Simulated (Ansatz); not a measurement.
# LaB3: relaxing a made-up structure

Starting from a made-up structure for LaB3, the aim is the relaxed cell, its shortest contacts and, where a second run follows, its electronic structure.

Main program and level: Ansatz 0.2.0; DFT, PBE, plane-wave PAW, default files, scalar-relativistic, no spin, cell and ions relaxed at zero pressure.

## Step 1: Set-up

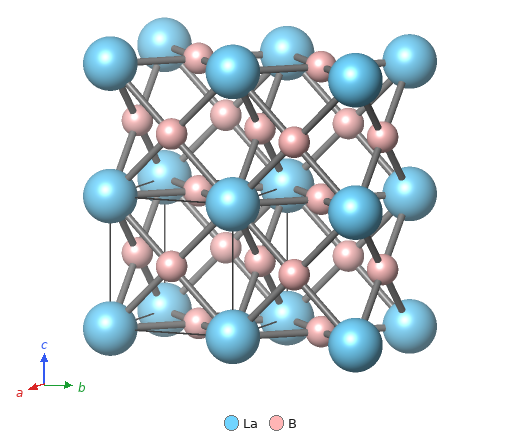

The starting structure, seen slightly off an axis (lanthanum blue, boron pink). 1×2×2 cells are drawn. Some periodic images of atoms are drawn too.

## Step 2: Relaxation of the guess

The guess takes its coordinates from another compound and its volume from a rule, so the cell and any free coordinates are relaxed together.

The input, input.yaml:

```yaml
crystal:
  lattice:
    - [3.728, 0.0, 0.0]
    - [0.0, 3.728, 0.0]
    - [0.0, 0.0, 3.728]
  atoms:
    - { symbol: La, position: [0.0, 0.0, 0.0] }
    - { symbol: B, position: [0.5, 0.0, 0.5] }
    - { symbol: B, position: [0.5, 0.5, 0.0] }
    - { symbol: B, position: [0.0, 0.5, 0.5] }
kpoints:
  mp_grid: { grid: [7, 7, 7] }
scf:
  occupations: { method: fermi_dirac, width: 0.05 }
hamiltonian:
  xc: pbe
  pseudopotentials: { kind: paw }
relax:
  f_tol: 0.015
  max_steps: 70
  cell: {}
output:
  forces: true
  stress: true
```

Started as:

```sh
$ ansatz run input.yaml --threads 4 --pin off --max-ram 8192MiB --backend cpu --events-out ev --progress --plain --runs-dir out
```

Numbers of over 12 decimals in the logs are rounded to 6 here.

What it wrote:

```text
Engine: ansatz 0.2.0, aarch64-unknown-linux-gnu
Pseudopotentials: kind: paw
Pseudopotential: La, paw, valence charge 11, recommended cutoff 420 eV (normal), La.paw.azcp
Pseudopotential: B, paw, valence charge 3, recommended cutoff 420 eV (normal), B.paw.azcp
Functional definition: PBE
  parameter kappa = 0.804
  parameter beta = 0.066725
  exchange = pbe_x(kappa = kappa, mu = beta*pi^2/3)
  correlation = pbe_c(beta = beta)
Crystal: 4 atoms, lattice volume = 51.812 Å³
Basis set: ecut = 420 eV, 1021 PW (Γ), exchange–correlation on 50×50×50 points (8 copies of the dense FFT grid, shifted against one another)
Bands: 14, of which v1, the nominal top of the filled ones, is band 10 counted from 1 (9 counted from 0)
Symmetry: 48 space group operations
Space group: Pm-3m (ITA 221), of the structure as read, at distance tolerance 3.7e-5 Å
k-points: 20 of 343
Non-local potential: La, projectors of the file, l = 0: 3, l = 1: 2, l = 2: 2, l = 3: 3
Non-local potential: B, projectors of the file, l = 0: 2, l = 1: 2, l = 2: 1
PAW form: soft (Blöchl's): semilocal exchange-correlation on the pseudo side does not see the compensation charge
PAW one-centre angular grid: La, 590 points (default); XC on 64 Gauss nodes
PAW one-centre angular grid: B, 110 points (default); XC on 64 Gauss nodes
Initial density: superposition of atomic densities (neutral atoms: chi_scale 0, normalization atom), corrected by the library's trained network
Initial wavefunctions: pseudopotential atomic-orbital guess
Functional: x = pbe(κ = 0.804, μ = 0.219515), c = pbe(β = 0.066725)
SCF iter   1: F=—  HF=-6711.763383 eV  |F-HF|=—  |Δ(HF+E_count)|=         —  Δρ=4.28e-3  dr2=8.63e-3  ethr=1.77e-3  ⟨swp⟩=4.5  Hψ=1397  notcnv=0
preconditioner: auto → none  [metal: Δε(μ)=0.074 eV  Ē_g=9.152 eV  σ=0.050 eV  W_gap=0.35  n_scr=6 (ndim 8)  ℏωp=21.9 eV  f_vac=0.000  D(μ)=2.22/eV (n_scr^D=18)  sad-step TF]
SCF iter   2: F=—  HF=-6711.761756 eV  |F-HF|=—  |Δ(HF+E_count)|=   1.63e-3  Δρ=2.38e-3  dr2=2.68e-3  ethr=4.31e-5  ⟨swp⟩=2.1  Hψ=682  notcnv=0
SCF iter   3: F=—  HF=-6711.761281 eV  |F-HF|=—  |Δ(HF+E_count)|=   4.75e-4  Δρ=2.59e-4  dr2=5.22e-5  ethr=1.34e-5  ⟨swp⟩=2.7  Hψ=544  notcnv=0
SCF iter   4: F=—  HF=-6711.761351 eV  |F-HF|=—  |Δ(HF+E_count)|=   7.05e-5  Δρ=1.18e-4  dr2=9.01e-6  ethr=2.61e-7  ⟨swp⟩=2.1  Hψ=466  notcnv=0
SCF iter   5: F=—  HF=-6711.761350 eV  |F-HF|=—  |Δ(HF+E_count)|=   9.23e-7  Δρ=4.37e-5  dr2=6.08e-7  ethr=4.51e-8  ⟨swp⟩=2.1  Hψ=393  notcnv=0
SCF iter   6: F=—  HF=-6711.761350 eV  |F-HF|=—  |Δ(HF+E_count)|=   2.98e-7  Δρ=2.25e-5  dr2=1.27e-7  ethr=5.00e-10  ⟨swp⟩=4.1  Hψ=968  notcnv=0
SCF iter   7: F=-6711.761350 eV  HF=-6711.761350 eV  |F-HF|=3.32e-10  |Δ(HF+E_count)|=   4.52e-9  Δρ=3.13e-6  dr2=1.97e-9  ethr=5.00e-10  ⟨swp⟩=4.0  Hψ=962  notcnv=0
SCF 1 converged in 7 iterations: F = -6711.761350 eV  dr2 = 1.97e-9
  greatest PAW one-centre occupation: 0.972 electrons in one spin orbital (limit 2), on the La atom at site 0 (counted from 0), in its partial waves of l = 0
relax step   1: F+E_penalty+E_count = -6711.76135039 eV  Δ(F+E_penalty+E_count) = +0.000e0 eV  max|allowed force component| = 1.660e-30 eV/Å  Δτ_max = 0.0000 Å  P = +11.575 GPa  Ω = 51.812 Å³  (7 SCF iters, dr2 threshold 1.00e-7 eV, accepted)
Crystal: 4 atoms, lattice volume = 59.765 Å³
Basis set: ecut = 420 eV, 1189 PW (Γ), exchange–correlation on 50×50×50 points (8 copies of the dense FFT grid, shifted against one another)
Initial density: handed on by an earlier stage of this run
Initial wavefunctions: those handed on with the density
iter 1 solved again at ethr=1.50e-4 eV; its pass at ethr=3.10e-3 eV (dr2=2.99e-2 eV) is discarded
SCF iter   1: F=—  HF=-6711.989416 eV  |F-HF|=—  |Δ(HF+E_count)|=         —  Δρ=6.26e-3  dr2=3.05e-2  ethr=1.50e-4  ⟨swp⟩=2.0  Hψ=2689  notcnv=0
preconditioner: auto → Kerker (q_TF=auto, 2.273 Å⁻¹)  [metal: Δε(μ)=0.021 eV  Ē_g=8.924 eV  σ=0.050 eV  W_gap=0.10  n_scr=18 (ndim 8)  ℏωp=20.4 eV  f_vac=0.000  D(μ)=3.52/eV (n_scr^D=32)]
SCF iter   2: F=—  HF=-6711.983203 eV  |F-HF|=—  |Δ(HF+E_count)|=   6.21e-3  Δρ=3.99e-3  dr2=1.33e-2  ethr=1.50e-4  ⟨swp⟩=1.0  Hψ=280  notcnv=0
SCF iter   3: F=—  HF=-6711.979364 eV  |F-HF|=—  |Δ(HF+E_count)|=   3.84e-3  Δρ=6.21e-4  dr2=3.24e-4  ethr=6.65e-5  ⟨swp⟩=2.9  Hψ=541  notcnv=0
SCF iter   4: F=—  HF=-6711.979581 eV  |F-HF|=—  |Δ(HF+E_count)|=   2.17e-4  Δρ=1.38e-4  dr2=1.57e-5  ethr=1.62e-6  ⟨swp⟩=2.3  Hψ=400  notcnv=0
SCF iter   5: F=—  HF=-6711.979592 eV  |F-HF|=—  |Δ(HF+E_count)|=   1.07e-5  Δρ=3.79e-5  dr2=7.75e-7  ethr=7.83e-8  ⟨swp⟩=2.0  Hψ=451  notcnv=0
SCF iter   6: F=-6711.979593 eV  HF=-6711.979593 eV  |F-HF|=2.28e-8  |Δ(HF+E_count)|=   9.68e-7  Δρ=6.29e-6  dr2=1.68e-8  ethr=2.00e-9  ⟨swp⟩=4.2  Hψ=988  notcnv=0
SCF 2 converged in 6 iterations: F = -6711.979593 eV  dr2 = 1.68e-8
relax step   2: F+E_penalty+E_count = -6711.97959299 eV  Δ(F+E_penalty+E_count) = -2.182e-1 eV  max|allowed force component| = 1.496e-30 eV/Å  Δτ_max = 0.0000 Å  P = -1.339 GPa  Ω = 59.765 Å³  energy of the carried Pulay correction = -4.094e-3 eV  (6 SCF iters, dr2 threshold 4.00e-7 eV, accepted)
Crystal: 4 atoms, lattice volume = 58.829 Å³
iter 1 solved again at ethr=2.47e-6 eV; its pass at ethr=3.10e-3 eV (dr2=4.93e-4 eV) is discarded
SCF iter   1: F=—  HF=-6711.984264 eV  |F-HF|=—  |Δ(HF+E_count)|=         —  Δρ=6.63e-4  dr2=4.99e-4  ethr=2.47e-6  ⟨swp⟩=2.0  Hψ=2521  notcnv=0
preconditioner: auto → none  [metal: Δε(μ)=0.020 eV  Ē_g=8.939 eV  σ=0.050 eV  W_gap=0.10  n_scr=6 (ndim 8)  ℏωp=20.5 eV  f_vac=0.000  D(μ)=3.67/eV (n_scr^D=32)]
SCF iter   2: F=—  HF=-6711.984103 eV  |F-HF|=—  |Δ(HF+E_count)|=   1.61e-4  Δρ=2.95e-4  dr2=4.22e-5  ethr=2.47e-6  ⟨swp⟩=2.0  Hψ=402  notcnv=0
SCF iter   3: F=—  HF=-6711.984225 eV  |F-HF|=—  |Δ(HF+E_count)|=   1.23e-4  Δρ=8.94e-5  dr2=4.33e-6  ethr=2.11e-7  ⟨swp⟩=3.0  Hψ=502  notcnv=0
iter 4 did not close the SCF: its close was put off for the readings that it lacked (scf_convergence_deferred on its scf_iter line)
SCF iter   4: F=-6711.984224 eV  HF=-6711.984224 eV  |F-HF|=1.76e-8  |Δ(HF+E_count)|=   1.21e-6  Δρ=2.35e-5  dr2=1.85e-7  ethr=2.17e-8  ⟨swp⟩=2.0  Hψ=399  notcnv=0
iter 5 did not close the SCF: its close was put off for the readings that it lacked (scf_convergence_deferred on its scf_iter line)
SCF iter   5: F=-6711.984224 eV  HF=-6711.984224 eV  |F-HF|=2.99e-10  |Δ(HF+E_count)|=   1.72e-9  Δρ=1.05e-6  dr2=2.83e-10  ethr=9.25e-10  ⟨swp⟩=2.5  Hψ=407  notcnv=0
SCF iter   6: F=-6711.984224 eV  HF=-6711.984224 eV  |F-HF|=1.82e-11  |Δ(HF+E_count)|=  2.24e-10  Δρ=2.15e-7  dr2=1.25e-11  ethr=1.42e-12  ⟨swp⟩=1.1  Hψ=844  notcnv=0
SCF 3 converged in 6 iterations: F = -6711.984224 eV  dr2 = 1.25e-11
relax step   3: F+E_penalty+E_count = -6711.98422423 eV  Δ(F+E_penalty+E_count) = -4.631e-3 eV  max|allowed force component| = 4.478e-31 eV/Å  Δτ_max = 0.0000 Å  P = -0.093 GPa  Ω = 58.829 Å³  energy of the carried Pulay correction = -3.643e-3 eV  (6 SCF iters, dr2 threshold 4.00e-7 eV, accepted)
[...]
relax step   4: F+E_penalty+E_count = -6711.98427825 eV  Δ(F+E_penalty+E_count) = -5.402e-5 eV  max|allowed force component| = 2.301e-31 eV/Å  Δτ_max = 0.0000 Å  P = -0.002 GPa  Ω = 58.760 Å³  energy of the carried Pulay correction = -3.609e-3 eV  (6 SCF iters, dr2 threshold 2.18e-8 eV, accepted)
[...]
relax step   5: F+E_penalty+E_count = -6711.98999199 eV  Δ(F+E_penalty+E_count) = -5.714e-3 eV  max|allowed force component| = 2.506e-31 eV/Å  Δτ_max = 0.0000 Å  P = +0.115 GPa  Ω = 58.760 Å³  stress off target by 1.15e-1 GPa  SCF on the basis re-selected at this cell (its energy is not comparable with the rows above)  (6 SCF iters)
[...]
relax step   6: F+E_penalty+E_count = -6711.98997690 eV  Δ(F+E_penalty+E_count) = +1.509e-5 eV  max|allowed force component| = 3.533e-31 eV/Å  Δτ_max = 0.0000 Å  P = +0.002 GPa  Ω = 58.846 Å³  energy of the carried Pulay correction = -4.670e-5 eV  (6 SCF iters, dr2 threshold 3.31e-8 eV, accepted)
iter 1 solved again at ethr=1.78e-7 eV; its pass at ethr=3.10e-3 eV (dr2=3.56e-5 eV) is discarded
SCF iter   1: F=—  HF=-6711.990052 eV  |F-HF|=—  |Δ(HF+E_count)|=         —  Δρ=4.51e-6  dr2=1.41e-9  ethr=1.78e-7  ⟨swp⟩=3.0  Hψ=2154  notcnv=0
eigensolver tolerance schedule: the retry pair's looser diagonalisation over-reported the residual by 25204.02 of it (diagonalisation noise at an unbounded share of the residual, at the tolerance the schedule requests for it); recorded, not acted on — ethr = c·dr2/N_el stays at c = 1.0e-1
preconditioner: auto → none  [metal: Δε(μ)=0.020 eV  Ē_g=8.936 eV  σ=0.050 eV  W_gap=0.10  n_scr=6 (ndim 8)  ℏωp=20.5 eV  f_vac=0.000  D(μ)=3.69/eV (n_scr^D=32)]
SCF iter   2: F=—  HF=-6711.990083 eV  |F-HF|=—  |Δ(HF+E_count)|=   3.06e-5  Δρ=2.29e-6  dr2=3.56e-10  ethr=7.07e-12  ⟨swp⟩=3.1  Hψ=675  notcnv=0
SCF iter   3: F=—  HF=-6711.990083 eV  |F-HF|=—  |Δ(HF+E_count)|=   3.29e-9  Δρ=7.66e-7  dr2=5.09e-11  ethr=1.78e-12  ⟨swp⟩=2.8  Hψ=495  notcnv=0
iter 4 did not close the SCF: its close was put off for the readings that it lacked (scf_convergence_deferred on its scf_iter line)
SCF iter   4: F=-6711.990083 eV  HF=-6711.990083 eV  |F-HF|=0.00e0  |Δ(HF+E_count)|=  4.14e-10  Δρ=9.46e-8  dr2=3.00e-12  ethr=1.00e-12  ⟨swp⟩=2.0  Hψ=401  notcnv=0
iter 5 did not close the SCF: its close was put off for the readings that it lacked (scf_convergence_deferred on its scf_iter line)
SCF iter   5: F=-6711.990083 eV  HF=-6711.990083 eV  |F-HF|=4.55e-12  |Δ(HF+E_count)|=  2.73e-12  Δρ=3.82e-8  dr2=2.07e-13  ethr=1.00e-12  ⟨swp⟩=1.0  Hψ=280  notcnv=0
iter 6 did not close the SCF: its close was put off for the readings that it lacked (scf_convergence_deferred on its scf_iter line)
SCF iter   6: F=-6711.990083 eV  HF=-6711.990083 eV  |F-HF|=2.73e-12  |Δ(HF+E_count)|=  7.28e-12  Δρ=7.84e-9  dr2=8.55e-15  ethr=1.00e-12  ⟨swp⟩=1.0  Hψ=280  notcnv=0
iter 7 did not close the SCF: its close was put off for the readings that it lacked (scf_convergence_deferred on its scf_iter line)
SCF iter   7: F=-6711.990083 eV  HF=-6711.990083 eV  |F-HF|=3.64e-12  |Δ(HF+E_count)|=  6.37e-12  Δρ=2.58e-9  dr2=8.49e-16  ethr=1.00e-12  ⟨swp⟩=1.0  Hψ=280  notcnv=0
SCF iter   8: F=-6711.990083 eV  HF=-6711.990083 eV  |F-HF|=1.82e-12  |Δ(HF+E_count)|=  1.82e-12  Δρ=5.27e-10  dr2=3.93e-17  ethr=1.00e-12  ⟨swp⟩=1.9  Hψ=659  notcnv=0
SCF 7 converged in 8 iterations: F = -6711.990083 eV  dr2 = 3.93e-17
relax step   7: F+E_penalty+E_count = -6711.99008265 eV  Δ(F+E_penalty+E_count) = -1.058e-4 eV  max|allowed force component| = 2.260e-31 eV/Å  Δτ_max = 0.0000 Å  P = +0.002 GPa  Ω = 58.846 Å³  stress off target by 2.24e-3 GPa  SCF on the basis re-selected at this cell (its energy is not comparable with the rows above)  (8 SCF iters)
basis re-selected at this cell: Δ(F+E_penalty+E_count) = -1.058e-4 eV, ΔP = +0.001 GPa vs the last step (what re-selecting the basis moved, of the pressure what is left beyond the Pulay correction that the steps carried, after the strain that the cell walked since its last selection, with what the two solves' SCF thresholds leave and, on support functions, any second-order correction that the steps lacked; it is no m [...]
SCF converged after 8 iterations
Free energy (F): -6711.990083 eV
Harris-Foulkes:  -6711.990083 eV  (|F-HF|=1.82e-12)
Internal energy: -6711.961712 eV  (E = F + TS)
E sigma→0 (E₀):  -6711.975897 eV
Entropy (-TS):   -0.028371 eV (-7.093 meV/atom)
Fermi energy:    9.375844 eV
--- Per-component energies (eV) ---
  E_band       = 1.685012
  E_kinetic    = 311.977201
  E_local      = -340.102219  (includes V_loc(G=0)·N_el)
  E_nonlocal   = 137.117092
  E_hartree    = 108.120951
  E_xc         = -229.053331
  E_vxc        = -253.334300  (∫ρ·V_xc dr)
  E_paw        = -5651.009529  (= ΣΔE_a)
  E_vpaw       = -70.214660  (= ΣTr[D̂ρ^β])
  E_aug_tail   = -0.000005  (compensation charges beyond the density's cutoff)
  E_ewald      = -1049.011872
  E_smearing   = -0.028371  (= −TS)
  E_closure    = -0.000000  (closes the sum)
  Σ components = -6711.990083   (vs F -6711.990083, Δ=0.00e0)
--- Forces (eV/Å), atoms counted from 1 ---
  atom   1  La     0.00000000    -0.00000000    -0.00000000
  atom   2  B      0.00000000    -0.00000000     0.00000000
  atom   3  B      0.00000000     0.00000000     0.00000000
  atom   4  B     -0.00000000    -0.00000000    -0.00000000
  max |Σ_I F_I| component: 1.48e-31 eV/Å
--- Stress (GPa, compression-positive) ---
        0.002240       0.000000       0.000000
        0.000000       0.002240      -0.000000
        0.000000      -0.000000       0.002240
  P = ⅓ Tr σ = 0.0022 GPa (0.022 kbar)
--- Relaxed structure (5 steps of the walk, 5 accepted, 2 SCFs on fresh bases) ---
  F+E_penalty+E_count = -6711.99008265 eV   max|allowed force component| = 2.260e-31 eV/Å   (the final SCF, on the basis selected at the relaxed cell)
  cell:  # Å, volume = 58.8463 Å³
    - [3.889614, 0, 0]
    - [0, 3.889614, 0.0]
    - [0, 0.0, 3.889614]
  atoms:
    - { symbol: La, position: [0, 0, 0] }
    - { symbol: B, position: [0.5, 0, 0.5] }
    - { symbol: B, position: [0.5, 0.5, 0] }
    - { symbol: B, position: [0, 0.5, 0.5] }
```

Wall time 5.2 s (4 threads of Arm Neoverse N1, shared host); peak memory 0.34 GiB; 16 s of CPU time.

The steps of the relaxation:

```tsv
step	energy less that of the first step (eV)	largest force component (eV/Å)	pressure (GPa)	volume (Å³)
1	0.0000	0.0000	11.58	51.81
2	-0.2182	0.0000	-1.34	59.76
3	-0.2229	0.0000	-0.09	58.83
4	-0.2229	0.0000	0.00	58.76
5*	-0.2286	0.0000	0.12	58.76
6	-0.2286	0.0000	0.00	58.85
7*	-0.2287	0.0000	0.00	58.85
```

Relaxation steps marked * repeat the geometry before them on a plane-wave basis chosen anew for their cell, so energy and pressure can jump there.

Forces are held to the 48 operations that the run works with; a distortion that breaks them can't arise in this run.

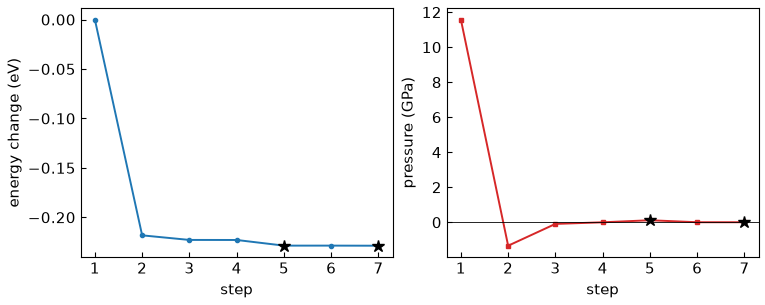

Energy and pressure along the relaxation. Stars mark steps on a basis chosen anew.

```tsv
conventional cell, symmetrised	before	after	change
a (Å)	3.728	3.890	+4.3 %
b (Å)	3.728	3.890	+4.3 %
c (Å)	3.728	3.890	+4.3 %
volume (Å³/atom)	12.95	14.71	+13.6 %
```

The relaxed structure:

```
La B
1.0
     3.88961    0.00000    0.00000
     0.00000    3.88961    0.00000
     0.00000    0.00000    3.88961
La B
1 3
Direct
  0.00000 0.00000 0.00000
  0.50000 0.00000 0.50000
  0.50000 0.50000 0.00000
  0.00000 0.50000 0.50000
```

Numbers from this step:

```
free energy             : -6711.9901 eV
energy at zero smearing : -6711.9759 eV
smearing term TS        : 0.02837 eV
Fermi energy            : 9.376 eV
electrons               : 20
symmetry operations     : 48
pressure                : 0.002240 GPa
```

Shortest distances by pair of elements, guess and relaxed (not always the same contact):

```tsv
pair	guess (Å)	relaxed (Å)
B–La	2.636	2.750
B–B	2.636	2.750
La–La	3.728	3.890
```

The relaxation ends with a pressure of 0.00 GPa.

## Step 3: Outcome

```yaml
space_group_relaxed: Pm-3m
conventional_cell: a = 3.890, b = 3.890, c = 3.890 Å; α = 90.0°, β = 90.0°, γ = 90.0°
volume_per_atom: 14.71 Å³ (guess 12.95)
```

LaB3 relaxes to Pm-3m with a = 3.890, b = 3.890 and c = 3.890 Å. The guessed volume was 12 % too small. The space group Pm-3m was held in the relaxation, so the end point is a stationary structure within it and may be a saddle against distortions or other arrangements. Mesh and cutoff weren't tested. Spin-orbit coupling is left out, which can matter for elements this heavy. No dispersion term is used, so weakly bound directions may come out too long. Nothing here tests whether the compound is stable against decomposition.

[Logs are printed without paths, hosts, clocks, repeated set-up lines and the standing remarks that a program may print on its own settings, such as how far it seeks lower states.]

[Hosts, paths, dates, database ids (printed as entryN), source tags and the programs' standing remarks are cut or masked in the printed files.]
